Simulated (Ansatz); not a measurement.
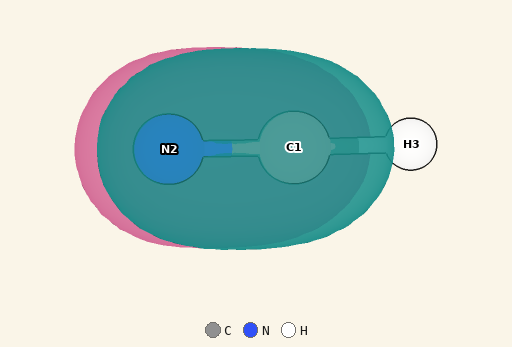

Figure. HCN. The HOMO at ±0.15 Å⁻³ᐟ² (teal and pink are the two phases), seen from one side.

Geometry: PBE0-D4/def2-TZVP.

Computed with Ansatz, RKS PBE0-D4/def2-TZVPPD.

What is the character of this orbital?

Its weight (Hirshfeld) is mainly on N2 (about 55 %) and C1 (about 45 %); π-bonding across N2–C1. It is one of a degenerate set, so its orientation is arbitrary. Its energy is −10.45 eV.
